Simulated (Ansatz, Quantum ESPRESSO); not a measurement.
# Mo2CO2 MXene, 1 layer: response to a perpendicular field, part 3 of 7

How does Mo2CO2 MXene, 1 layer respond to a gate-like field without added charge?

Quantum ESPRESSO 7.5; plane-wave DFT, vdW-DF-cx, GBRV ultrasoft pseudopotentials made under PBE; geometry and cross-check by Ansatz 0.2.0 with PAW datasets.

So far. Step 3 (Ground state: no field): The run needed 17 iterations to bring the estimated error under 1e-09 Ry; the largest force on any atom, held or free, is 0.19 eV/Å. Step 4 (Potential by pp.x): The vacuum is flat to 0.1 meV/Å, so its level is well defined. Inside the slab the curve depends on the local part of the pseudopotentials; only the vacuum level has a meaning of its own.

## (5) Bands along a path: no field

The density is frozen and the levels are solved along a path.

Input file f0.bands.in:

```
&control
  prefix = 'f0.bands'
  outdir = './out'
  pseudo_dir = './pseudo'
  calculation = 'bands'
  tefield = .true.
  dipfield = .true.
/
&system
  ibrav = 0
  nat = 5
  ntyp = 3
  ecutwfc = 40
  ecutrho = 200
  input_dft = 'vdw-df-cx'
  occupations = 'smearing'
  smearing = 'fd'
  degauss = 0.004
  edir = 3
  emaxpos = 0.97
  eopreg = 0.04
  eamp = 0.0
  nbnd = 28
/
&electrons
  conv_thr = 1e-07
  mixing_beta = 0.4
  electron_maxstep = 120
  mixing_mode = 'local-TF'
/
ATOMIC_SPECIES
  O   15.9990  o_pbe_v1.2.uspp.F.UPF
  Mo  95.9500  mo_pbe_v1.uspp.F.UPF
  C   12.0110  c_pbe_v1.2.uspp.F.UPF
CELL_PARAMETERS angstrom
  3.09190257887328 0.00000000000000 0.00000000000000
  -1.54595128943664 2.67766617933088 -0.00000000000000
  0.00000000000000 -0.00000000000000 21.51903931870000
ATOMIC_POSITIONS crystal
  O   0.333333333333 0.666666666667 0.396062257604
  Mo  0.666666666667 0.333333333333 0.448057132490
  C   0.000000000000 0.000000000000 0.499999999456
  Mo  0.333333333333 0.666666666667 0.551942862246
  O   0.666666666667 0.333333333333 0.603937748203
K_POINTS crystal_b
4
  0.0000000000 0.0000000000 0.0000000000 14
  0.5000000000 0.0000000000 0.0000000000 14
  0.3333333333 0.3333333333 0.0000000000 14
  0.0000000000 0.0000000000 0.0000000000 1
```

Launch:

```sh
> cp -r out/f0.save out/f0.bands.save
> cp out/f0.xml out/f0.bands.xml
> OMP_NUM_THREADS=1 mpirun -n 4 pw.x -nk 4 -in f0.bands.in > f0.bands.out
```

Output:

```text
[banner, memory and clock lines left out]
Program PWSCF v.7.5 starts

          URL

     Presently no symmetry can be used with electric field

     IMPORTANT: XC functional enforced from input :
     Exchange-correlation= VDW-DF-CX
                           (   1   4  27   0   1   0   0)
     Any further DFT definition will be discarded
     Please, verify this is what you really want

     Atomic positions and unit cell read from directory:
     ./out/f0.bands.save/

     G-vector sticks info

     bravais-lattice index     =            0
     lattice parameter (alat)  =       5.8428  a.u.
     unit-cell volume          =    1202.2692 (a.u.)^3
     number of atoms/cell      =            5
     number of atomic types    =            3
     number of electrons       =        44.00
     number of Kohn-Sham states=           28
     kinetic-energy cutoff     =      40.0000  Ry
     charge density cutoff     =     200.0000  Ry
     Exchange-correlation= VDW-DF-CX
                           (   1   4  27   0   1   0   0)

     celldm(1)=   5.842849  celldm(2)=   0.000000  celldm(3)=   0.000000
     celldm(4)=   0.000000  celldm(5)=   0.000000  celldm(6)=   0.000000

     crystal axes: (cart. coord. in units of alat)
               a(1) = (   1.000000   0.000000   0.000000 )
               a(2) = (  -0.500000   0.866025  -0.000000 )
               a(3) = (   0.000000  -0.000000   6.959805 )

     reciprocal axes: (cart. coord. in units 2 pi/alat)
               b(1) = (  1.000000  0.577350  0.000000 )
               b(2) = ( -0.000000  1.154701  0.000000 )
               b(3) = ( -0.000000  0.000000  0.143682 )

     PseudoPot. # 1 for O  read from file:
     ./pseudo/o_pbe_v1.2.uspp.F.UPF
     Pseudo is Ultrasoft + core correction, Zval =  6.0
     Generated by new atomic code, or converted to UPF format
     Using radial grid of  737 points,  5 beta functions with:
                l(1) =   0
                l(2) =   0
                l(3) =   1
                l(4) =   1
                l(5) =   2
     Q(r) pseudized with  8 coefficients,  rinner =    0.900   0.900   0.900
                                                       0.900   0.900

     PseudoPot. # 2 for Mo read from file:
     ./pseudo/mo_pbe_v1.uspp.F.UPF
     Pseudo is Ultrasoft + core correction, Zval = 14.0
     Generated by new atomic code, or converted to UPF format
     Using radial grid of  889 points,  6 beta functions with:
                l(1) =   0
                l(2) =   0
                l(3) =   1
                l(4) =   1
                l(5) =   2
                l(6) =   2
     Q(r) pseudized with  6 coefficients,  rinner =    1.000   1.000   1.000
                                                       1.000   1.000

     PseudoPot. # 3 for C  read from file:
     ./pseudo/c_pbe_v1.2.uspp.F.UPF
     Pseudo is Ultrasoft + core correction, Zval =  4.0
     Generated by new atomic code, or converted to UPF format
     Using radial grid of  721 points,  4 beta functions with:
                l(1) =   0
                l(2) =   0
                l(3) =   1
                l(4) =   1
     Q(r) pseudized with  8 coefficients,  rinner =    1.100   1.100   1.100

     atomic species   valence    mass     pseudopotential
     O                 6.00    15.99900     O ( 1.00)
     Mo               14.00    95.95000     Mo( 1.00)
     C                 4.00    12.01100     C ( 1.00)

     No symmetry found

   Cartesian axes

     site n.     atom                  positions (alat units)
         1        O      tau(   1) = (  -0.0000000   0.5773503   2.7565161  )
         2        Mo     tau(   2) = (   0.5000000   0.2886751   3.1183903  )
         3        C      tau(   3) = (   0.0000000   0.0000000   3.4799025  )
         4        Mo     tau(   4) = (  -0.0000000   0.5773503   3.8414147  )
         5        O      tau(   5) = (   0.5000000   0.2886751   4.2032890  )

     number of k points=    43  Fermi-Dirac smearing, width (Ry)=  0.0040
                       cart. coord. in units 2pi/alat
        k(    1) = (   0.0000000   0.0000000   0.0000000), wk =   0.0465116
        k(    2) = (   0.0357143   0.0206197   0.0000000), wk =   0.0465116
        k(    3) = (   0.0714286   0.0412393   0.0000000), wk =   0.0465116
        k(    4) = (   0.1071429   0.0618590   0.0000000), wk =   0.0465116
        k(    5) = (   0.1428571   0.0824786   0.0000000), wk =   0.0465116
        k(    6) = (   0.1785714   0.1030983   0.0000000), wk =   0.0465116
        k(    7) = (   0.2142857   0.1237179   0.0000000), wk =   0.0465116
        k(    8) = (   0.2500000   0.1443376   0.0000000), wk =   0.0465116
        k(    9) = (   0.2857143   0.1649572   0.0000000), wk =   0.0465116
        k(   10) = (   0.3214286   0.1855769   0.0000000), wk =   0.0465116
        k(   11) = (   0.3571429   0.2061965   0.0000000), wk =   0.0465116
        k(   12) = (   0.3928571   0.2268162   0.0000000), wk =   0.0465116
        k(   13) = (   0.4285714   0.2474358   0.0000000), wk =   0.0465116
        k(   14) = (   0.4642857   0.2680555   0.0000000), wk =   0.0465116
        k(   15) = (   0.5000000   0.2886751   0.0000000), wk =   0.0465116
        k(   16) = (   0.4880952   0.3092948   0.0000000), wk =   0.0465116
        k(   17) = (   0.4761905   0.3299144   0.0000000), wk =   0.0465116
        k(   18) = (   0.4642857   0.3505341   0.0000000), wk =   0.0465116
        k(   19) = (   0.4523810   0.3711537   0.0000000), wk =   0.0465116
        k(   20) = (   0.4404762   0.3917734   0.0000000), wk =   0.0465116
        k(   21) = (   0.4285714   0.4123930   0.0000000), wk =   0.0465116
        k(   22) = (   0.4166667   0.4330127   0.0000000), wk =   0.0465116
        k(   23) = (   0.4047619   0.4536324   0.0000000), wk =   0.0465116
        k(   24) = (   0.3928571   0.4742520   0.0000000), wk =   0.0465116
        k(   25) = (   0.3809524   0.4948717   0.0000000), wk =   0.0465116
        k(   26) = (   0.3690476   0.5154913   0.0000000), wk =   0.0465116
        k(   27) = (   0.3571429   0.5361110   0.0000000), wk =   0.0465116
        k(   28) = (   0.3452381   0.5567306   0.0000000), wk =   0.0465116
        k(   29) = (   0.3333333   0.5773503   0.0000000), wk =   0.0465116
        k(   30) = (   0.3095238   0.5361110   0.0000000), wk =   0.0465116
        k(   31) = (   0.2857143   0.4948717   0.0000000), wk =   0.0465116
        k(   32) = (   0.2619048   0.4536324   0.0000000), wk =   0.0465116
        k(   33) = (   0.2380952   0.4123930   0.0000000), wk =   0.0465116
        k(   34) = (   0.2142857   0.3711537   0.0000000), wk =   0.0465116
        k(   35) = (   0.1904762   0.3299144   0.0000000), wk =   0.0465116
[...]
-18.1997 -18.1549 -11.8984  -7.5002  -6.1437  -5.6583  -5.1503  -4.8207
    -4.5455  -4.1211  -3.4079  -2.6282  -1.4687   0.4285   0.4637   1.5614
     1.5974   2.1616   3.0936   5.1618

          k = 0.4286 0.4124 0.0000 (  5132 PWs)   bands (ev):

   -62.0760 -62.0470 -36.6464 -36.5507 -36.2995 -36.1795 -36.0641 -36.0161
   -18.1896 -18.1501 -11.9093  -7.3976  -6.1446  -5.6233  -5.1707  -4.8909
    -4.4874  -4.1034  -3.5603  -2.7135  -1.3397   0.3796   0.4065   1.5648
     1.6446   2.2008   3.1541   5.1675

          k = 0.4167 0.4330 0.0000 (  5142 PWs)   bands (ev):

   -62.0739 -62.0475 -36.6331 -36.5430 -36.3244 -36.1804 -36.0751 -36.0172
   -18.1790 -18.1451 -11.9199  -7.2814  -6.1403  -5.6053  -5.2141  -4.9327
    -4.4151  -4.0903  -3.7024  -2.8159  -1.2104   0.3236   0.3367   1.5714
     1.6906   2.2418   3.2414   5.1621

          k = 0.4048 0.4536 0.0000 (  5154 PWs)   bands (ev):

   -62.0717 -62.0482 -36.6181 -36.5349 -36.3505 -36.1843 -36.0828 -36.0194
   -18.1685 -18.1403 -11.9296  -7.1541  -6.1349  -5.6056  -5.2765  -4.9475
    -4.3303  -4.0803  -3.8272  -2.9331  -1.0810   0.2565   0.2604   1.5826
     1.7316   2.2802   3.3584   5.1399

          k = 0.3929 0.4743 0.0000 (  5154 PWs)   bands (ev):

   -62.0693 -62.0490 -36.6015 -36.5268 -36.3773 -36.1918 -36.0862 -36.0228
   -18.1584 -18.1360 -11.9378  -7.0193  -6.1341  -5.6218  -5.3453  -4.9457
    -4.2367  -4.0728  -3.9280  -3.0618  -0.9511   0.1696   0.1896   1.5994
     1.7649   2.3126   3.5043   5.0936

          k = 0.3810 0.4949 0.0000 (  5156 PWs)   bands (ev):

   -62.0668 -62.0500 -36.5836 -36.5195 -36.4042 -36.2018 -36.0853 -36.0274
   -18.1494 -18.1324 -11.9441  -6.8809  -6.1453  -5.6480  -5.4105  -4.9354
    -4.1422  -4.0675  -3.9964  -3.1978  -0.8200   0.0802   0.1110   1.6222
     1.7880   2.3381   3.6741   5.0159

          k = 0.3690 0.5155 0.0000 (  5156 PWs)   bands (ev):

   -62.0643 -62.0513 -36.5645 -36.5133 -36.4305 -36.2124 -36.0809 -36.0332
   -18.1416 -18.1297 -11.9483  -6.7437  -6.1759  -5.6753  -5.4659  -4.9211
    -4.0904  -4.0651  -3.9918  -3.3362  -0.6868  -0.0065   0.0251   1.6506
     1.7991   2.3568   3.8602   4.9043

          k = 0.3571 0.5361 0.0000 (  5138 PWs)   bands (ev):

   -62.0617 -62.0528 -36.5445 -36.5090 -36.4556 -36.2215 -36.0743 -36.0402
   -18.1354 -18.1281 -11.9506  -6.6131  -6.2301  -5.6960  -5.5076  -4.9059
    -4.0979  -4.0669  -3.9026  -3.4712  -0.5514  -0.0857  -0.0664   1.6833
     1.7970   2.3698   4.0540   4.7640

          k = 0.3452 0.5567 0.0000 (  5146 PWs)   bands (ev):

   -62.0593 -62.0547 -36.5239 -36.5069 -36.4789 -36.2277 -36.0662 -36.0482
   -18.1311 -18.1277 -11.9514  -6.4948  -6.3053  -5.7070  -5.5331  -4.8931
    -4.0986  -4.0740  -3.8021  -3.5963  -0.4172  -0.1584  -0.1529   1.7182
     1.7815   2.3775   4.2468   4.6037

          k = 0.3333 0.5774 0.0000 (  5154 PWs)   bands (ev):

   -62.0570 -62.0567 -36.5072 -36.5071 -36.4956 -36.2299 -36.0572 -36.0571
   -18.1288 -18.1283 -11.9514  -6.3936  -6.3936  -5.7100  -5.5414  -4.8876
    -4.0872  -4.0870  -3.7039  -3.7037  -0.3290  -0.2044  -0.2042   1.7531
     1.7533   2.3802   4.4307   4.4309

          k = 0.3095 0.5361 0.0000 (  5140 PWs)   bands (ev):

   -62.0622 -62.0525 -36.5367 -36.5132 -36.4573 -36.2214 -36.0771 -36.0379
   -18.1342 -18.1293 -11.9535  -6.5730  -6.2494  -5.7027  -5.5169  -4.9201
    -4.1353  -4.0463  -3.8311  -3.5249  -0.4928  -0.2537   0.0477   1.6669
     1.8148   2.3686   4.0642   4.7493

          k = 0.2857 0.4949 0.0000 (  5156 PWs)   bands (ev):

   -62.0691 -62.0490 -36.5591 -36.5205 -36.4145 -36.1991 -36.0981 -36.0187
   -18.1450 -18.1374 -11.9662  -6.7105  -6.1659  -5.6872  -5.4887  -5.0151
    -4.2253  -4.0134  -3.8002  -3.3806  -0.6843  -0.2455   0.3298   1.5700
     1.8556   2.3307   3.6840   4.9839

          k = 0.2619 0.4536 0.0000 (  5160 PWs)   bands (ev):

   -62.0775 -62.0467 -36.5678 -36.5218 -36.3749 -36.1684 -36.1174 -36.0009
   -18.1604 -18.1522 -11.9975  -6.7726  -6.1138  -5.6669  -5.5238  -5.1293
    -4.3208  -4.0085  -3.6536  -3.2849  -0.8485  -0.2289   0.5723   1.5136
     1.8701   2.2637   3.3016   5.1358

          k = 0.2381 0.4124 0.0000 (  5164 PWs)   bands (ev):

   -62.0873 -62.0456 -36.5639 -36.5122 -36.3413 -36.1337 -36.1308 -35.9854
   -18.1802 -18.1738 -12.0500  -6.7484  -6.0934  -5.6419  -5.6018  -5.2698
    -4.3635  -4.0289  -3.4553  -3.2515  -0.9792  -0.2583   0.7481   1.5387
     1.8532   2.1695   2.9322   5.1676

          k = 0.2143 0.3712 0.0000 (  5158 PWs)   bands (ev):

   -62.0982 -62.0458 -36.5509 -36.4892 -36.3152 -36.1337 -36.0983 -35.9728
   -18.2042 -18.2027 -12.1190  -6.6499  -6.1381  -5.6340  -5.6073  -5.4599
    -4.3504  -4.0584  -3.2831  -3.2290  -1.0882  -0.3425   0.8533   1.6280
     1.7821   2.0593   2.6093   4.9227

          k = 0.1905 0.3299 0.0000 (  5158 PWs)   bands (ev):

   -62.1099 -62.0472 -36.5360 -36.4529 -36.2923 -36.1245 -36.0643 -35.9634
   -18.2401 -18.2322 -12.1935  -6.5172  -6.2559  -5.6714  -5.5960  -5.5423
    -4.3102  -4.0789  -3.3669  -2.9758  -1.1963  -0.4498   0.9056   1.6051
     1.6893   1.9789   2.3947   4.4620

          k = 0.1667 0.2887 0.0000 (  5128 PWs)   bands (ev):

   -62.1220 -62.0496 -36.5279 -36.4047 -36.2630 -36.1065 -36.0333 -35.9570
   -18.2868 -18.2641 -12.2610  -6.4244  -6.4156  -5.8520  -5.5457  -5.4061
    -4.2370  -4.0784  -3.4828  -2.6989  -1.3108  -0.5551   0.9179   1.3197
     1.6080   2.0013   2.3061   3.9314

          k = 0.1429 0.2474 0.0000 (  5130 PWs)   bands (ev):

   -62.1340 -62.0528 -36.5312 -36.3475 -36.2213 -36.0844 -36.0065 -35.9536
   -18.3425 -18.2993 -12.3114  -6.6287  -6.3897  -5.9976  -5.5006  -5.1844
    -4.0956  -4.0457  -3.6153  -2.4175  -1.4137  -0.6565   0.8235   1.0626
     1.4385   2.0529   2.2867   3.4077

          k = 0.1190 0.2062 0.0000 (  5106 PWs)   bands (ev):

   -62.1454 -62.0563 -36.5435 -36.2849 -36.1706 -36.0609 -35.9847 -35.9529
   -18.4051 -18.3364 -12.3394  -6.8472  -6.4231  -6.1294  -5.4413  -4.9480
    -3.9451  -3.8671  -3.7573  -2.1669  -1.4740  -0.7664   0.5228   0.9784
     1.2319   2.0823   2.2905   2.9518

          k = 0.0952 0.1650 0.0000 (  5094 PWs)   bands (ev):

   -62.1556 -62.0598 -36.5598 -36.2212 -36.1203 -36.0360 -35.9690 -35.9545
   -18.4700 -18.3733 -12.3458  -7.0560  -6.4784  -6.2642  -5.3373  -4.8044
    -3.9401  -3.6800  -3.5623  -1.9923  -1.4782  -0.9015   0.1953   0.9118
     1.0073   2.0954   2.2933   2.6084

          k = 0.0714 0.1237 0.0000 (  5090 PWs)   bands (ev):

   -62.1641 -62.0630 -36.5761 -36.1603 -36.0811 -36.0074 -35.9634 -35.9545
   -18.5311 -18.4071 -12.3364  -7.2367  -6.5295  -6.3928  -5.1879  -4.7711
    -4.1077  -3.3031  -3.2033  -1.9297  -1.4589  -1.0820  -0.0834   0.8018
     0.8201   2.1160   2.2837   2.3828

          k = 0.0476 0.0825 0.0000 (  5101 PWs)   bands (ev):

   -62.1705 -62.0656 -36.5893 -36.1064 -36.0577 -35.9773 -35.9713 -35.9498
   -18.5813 -18.4344 -12.3200  -7.3758  -6.5646  -6.4973  -5.0213  -4.7905
    -4.2613  -2.8610  -2.8121  -1.9705  -1.5010  -1.3279  -0.2602   0.6584
     0.7095   2.1591   2.2461   2.2628

          k = 0.0238 0.0412 0.0000 (  5097 PWs)   bands (ev):

   -62.1745 -62.0672 -36.5979 -36.0633 -36.0460 -35.9850 -35.9548 -35.9473
   -18.6143 -18.4523 -12.3056  -7.4634  -6.5826  -6.5646  -4.8847  -4.8185
    -4.3674  -2.4172  -2.4104  -2.0508  -1.6850  -1.6412  -0.3125   0.5850
     0.6080   2.1711   2.2094   2.2412

          k = 0.0000 0.0000 0.0000 (  5091 PWs)   bands (ev):

   -62.1759 -62.0677 -36.6009 -36.0425 -36.0425 -35.9956 -35.9466 -35.9466
   -18.6258 -18.4585 -12.3000  -7.4933  -6.5878  -6.5878  -4.8308  -4.8308
    -4.4049  -2.0945  -2.0585  -2.0585  -1.9597  -1.9597  -0.3105   0.5639
     0.5639   2.1469   2.2321   2.2321

     XML data file, pseudopotentials, collected wavefunctions

                                        0.00s GPU  (     286 calls)

Note: The following floating-point exceptions are signalling: IEEE_UNDERFLOW_FLAG
Note: The following floating-point exceptions are signalling: IEEE_UNDERFLOW_FLAG
Note: The following floating-point exceptions are signalling: IEEE_UNDERFLOW_FLAG
Note: The following floating-point exceptions are signalling: IEEE_UNDERFLOW_FLAG
[key lines of the parts left out:]
Dipole field         -0.0000 Ry au,
```

The job ended after 63 s (4 MPI ranks of Arm Neoverse N1, shared host; peak memory 0.35 GiB).

This step gave:

```
valence top, on the run's zero       : 0.5519 eV
conduction bottom, on the run's zero : -0.3132 eV
```

Band numbers count within the set of bands kept for display. Electronic bands along the path, in eV, zero at the Fermi level; # counts the bands kept:

```csv
point,#8,#9,#10,#11,#12,#13,#14,#15
Γ,-2.31,-2.31,-2.21,-2.21,-0.56,0.32,0.32,1.90
M,-3.09,-2.70,-2.18,0.30,0.33,1.21,1.31,1.83
K,-3.95,-3.95,-0.58,-0.45,-0.45,1.51,1.51,2.13
Γ,-2.31,-2.31,-2.21,-2.21,-0.56,0.32,0.32,1.90
```

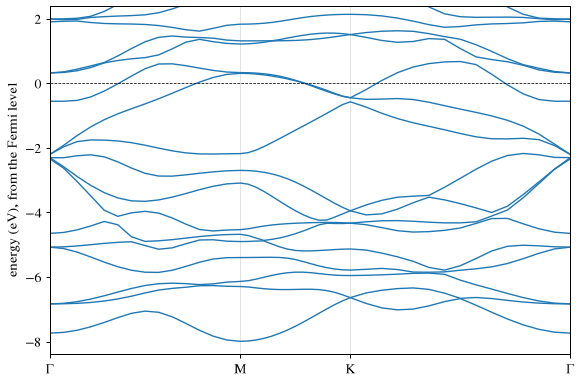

Electronic bands along the path.

By band count these two levels touch or overlap: there is no gap, and they are no band edges.

## (6) SCF with pw.x: field 0.1 V/Å

eamp is the field in Hartree atomic units (1 a.u. = 51.42 V/Å). With dipfield on, it is the field in the vacuum beside an isolated sheet. The run starts from the density of the one before.

Input file f1.in:

```
&control
  prefix = 'f1'
  outdir = './out'
  pseudo_dir = './pseudo'
  calculation = 'scf'
  tprnfor = .true.
  tefield = .true.
  dipfield = .true.
/
&system
  ibrav = 0
  nat = 5
  ntyp = 3
  ecutwfc = 40
  ecutrho = 200
  input_dft = 'vdw-df-cx'
  occupations = 'smearing'
  smearing = 'fd'
  degauss = 0.004
  edir = 3
  emaxpos = 0.97
  eopreg = 0.04
  eamp = 0.00194469
/
&electrons
  conv_thr = 1e-09
  mixing_beta = 0.4
  electron_maxstep = 120
  mixing_mode = 'plain'
  startingpot = 'file'
/
ATOMIC_SPECIES
  O   15.9990  o_pbe_v1.2.uspp.F.UPF
  Mo  95.9500  mo_pbe_v1.uspp.F.UPF
  C   12.0110  c_pbe_v1.2.uspp.F.UPF
CELL_PARAMETERS angstrom
  3.09190257887328 0.00000000000000 0.00000000000000
  -1.54595128943664 2.67766617933088 -0.00000000000000
  0.00000000000000 -0.00000000000000 21.51903931870000
ATOMIC_POSITIONS crystal
  O   0.333333333333 0.666666666667 0.396062257604
  Mo  0.666666666667 0.333333333333 0.448057132490
  C   0.000000000000 0.000000000000 0.499999999456
  Mo  0.333333333333 0.666666666667 0.551942862246
  O   0.666666666667 0.333333333333 0.603937748203
K_POINTS automatic
  12 12 1 0 0 0
```

Launch:

```sh
> cp -r out/f0.save out/f1.save
> OMP_NUM_THREADS=1 mpirun -n 4 pw.x -nk 4 -in f1.in > f1.out
```

Output:

```text
[banner, memory and clock lines left out]
Program PWSCF v.7.5 starts
[...]
number of electrons       =        44.00
     number of Kohn-Sham states=           26
     kinetic-energy cutoff     =      40.0000  Ry
     charge density cutoff     =     200.0000  Ry
[...]
number of k points=    74  Fermi-Dirac smearing, width (Ry)=  0.0040
[...]
Dense  grid:    57393 G-vectors     FFT dimensions: (  27,  27, 192)
[...]
The initial density is read from file :
[...]
negative rho (up, down):  4.840E-03 0.000E+00
[...]
Starting wfcs are   38 randomized atomic wfcs
[...]
negative rho (up, down):  4.838E-03 0.000E+00
[...]
estimated scf accuracy    <       0.06363477 Ry
[...]
negative rho (up, down):  4.912E-03 0.000E+00
[...]
estimated scf accuracy    <       7.69512881 Ry
[...]
negative rho (up, down):  4.868E-03 0.000E+00
[...]
estimated scf accuracy    <       0.00522235 Ry
[...]
negative rho (up, down):  4.851E-03 0.000E+00
[...]
estimated scf accuracy    <       0.00051170 Ry
[...]
negative rho (up, down):  4.844E-03 0.000E+00
[...]
estimated scf accuracy    <       0.00006205 Ry
[...]
negative rho (up, down):  4.841E-03 0.000E+00
[...]
estimated scf accuracy    <       0.00000795 Ry
[...]
negative rho (up, down):  4.840E-03 0.000E+00
[...]
estimated scf accuracy    <       0.00000541 Ry
[...]
negative rho (up, down):  4.840E-03 0.000E+00
[...]
estimated scf accuracy    <       0.00000041 Ry
[...]
negative rho (up, down):  4.840E-03 0.000E+00
[...]
estimated scf accuracy    <       0.00000014 Ry
[...]
negative rho (up, down):  4.840E-03 0.000E+00
[...]
estimated scf accuracy    <       0.00000002 Ry
[...]
negative rho (up, down):  4.840E-03 0.000E+00
[...]
estimated scf accuracy    <          5.2E-09 Ry
[...]
negative rho (up, down):  4.840E-03 0.000E+00
[...]
estimated scf accuracy    <          1.0E-09 Ry
[...]
negative rho (up, down):  4.840E-03 0.000E+00
[...]
Computed dipole along edir(3) :
        Dipole                0.0476 Ry au,          0.1211 Debye
        Dipole field          0.0005 Ry au,
        E field amplitude [Ha a.u.]:  1.9447E-03
        Potential amp.        0.1130 Ry
        Total length         39.0385 bohr
[...]
the Fermi energy is     0.2628 ev
!    total energy              =    -354.70293534 Ry
     estimated scf accuracy    <          1.8E-10 Ry
     smearing contrib. (-TS)   =      -0.00144634 Ry
     internal energy E=F+TS    =    -354.70148901 Ry
[...]
one-electron contribution =   -3212.08326981 Ry
     hartree contribution      =    1606.68348427 Ry
     xc contribution           =     -56.68421344 Ry
     ewald contribution        =    1307.38267154 Ry
     electric field correction =      -0.00016157 Ry
     convergence has been achieved in  13 iterations
     negative rho (up, down):  4.840E-03 0.000E+00
[...]
Total force =     0.012282     Total SCF correction =     0.000102
[...]
```

The job ended after 2.6 min (4 MPI ranks; peak memory 0.89 GiB).

Read from the output:

| Item | Value |
| --- | --- |
| free energy | -4825.9793 eV |
| energy at zero smearing | -4825.9694 eV |
| Fermi energy | 0.2628 eV |
| dipole along the normal | 0.02521 e·Å |
| valence top, on the run's zero | 0.5678 eV |
| conduction bottom, on the run's zero | -0.2946 eV |

By band count these two levels touch or overlap: there is no gap, and they are no band edges.

The dipole goes from -0.0000 to 0.0252 e Å, 0.2523 e Å per V/Å.

(Part 3 of 7 ends here.)

[Logs are printed without paths, hosts, clocks, repeated set-up lines and the standing remarks that a program may print on its own settings, such as how far it seeks lower states.]

[Hosts, paths, dates, database ids (printed as entryN), source tags and the programs' standing remarks are cut or masked in the printed files.]

[Maps of the electrostatic potential energy from Ansatz leave out the sawtooth potential of an applied field or a dipole correction, so their vacuum need not be flat; planar profiles and work functions include it.]
